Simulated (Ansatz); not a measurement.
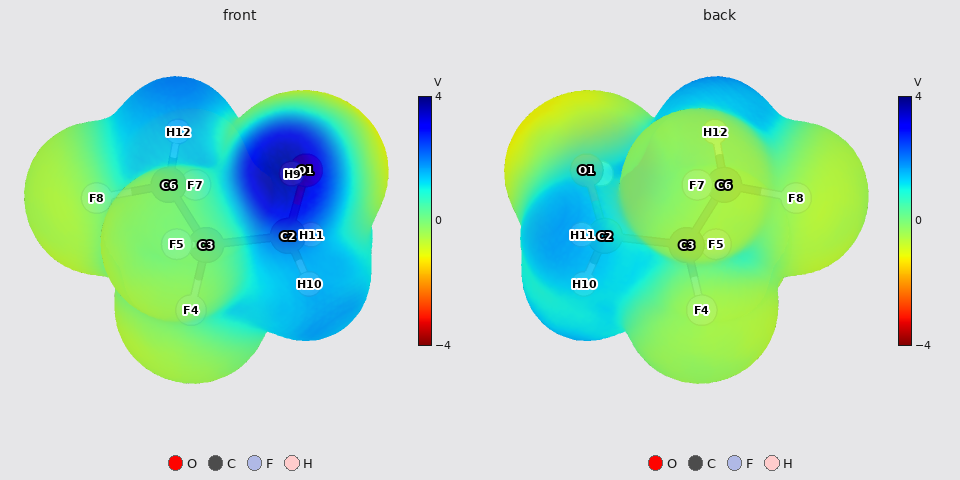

C₃H₄F₄O (SMILES OCC(F)(F)C(F)F). The molecular electrostatic potential painted on the density surface at 0.004 e/bohr³, seen from the front and from behind; the colour scale runs from red (negative) to blue (positive).

Geometry: PBE0-D4/def2-TZVP.

Computed with RKS PBE0-D4/def2-TZVPP (Ansatz 0.2.0).

Input file:

```
crystal:
  periodic: [false, false, false]
  atoms:
    - {symbol: O, position_ang: [0.219775, 1.743393, -0.682621]}
    - {symbol: C, position_ang: [0.950085, 0.567733, -0.464877]}
    - {symbol: C, position_ang: [0.229889, -0.361342, 0.491361]}
    - {symbol: F, position_ang: [0.993913, -1.447053, 0.725651]}
    - {symbol: F, position_ang: [0.046895, 0.281305, 1.678675]}
    - {symbol: C, position_ang: [-1.151019, -0.804376, 0.004653]}
    - {symbol: F, position_ang: [-1.007236, -1.468263, -1.162841]}
    - {symbol: F, position_ang: [-1.703845, -1.639126, 0.902309]}
    - {symbol: H, position_ang: [0.219151, 2.256348, 0.130705]}
    - {symbol: H, position_ang: [1.947371, 0.752838, -0.047815]}
    - {symbol: H, position_ang: [1.064209, 0.064335, -1.425403]}
    - {symbol: H, position_ang: [-1.809189, 0.054207, -0.149808]}
basis:
  gaussian: {orbitals: def2-TZVPP}
hamiltonian: {xc: pbe0, dispersion: d4}
output: {orbitals: {seedname: orbitals}}
```

Run with:

```sh
ansatz run in.yaml --threads 2 --pin off --events-out ev --progress --plain --max-ram 22528MiB --backend cuda --devices 0, --max-vram 18GiB
```

> Describe the electrostatic potential map.

The most negative region (about −1.2 V) lies over O1, the most positive (about +3.6 V) over H9. O1 is the likeliest acceptor of a hydrogen bond.
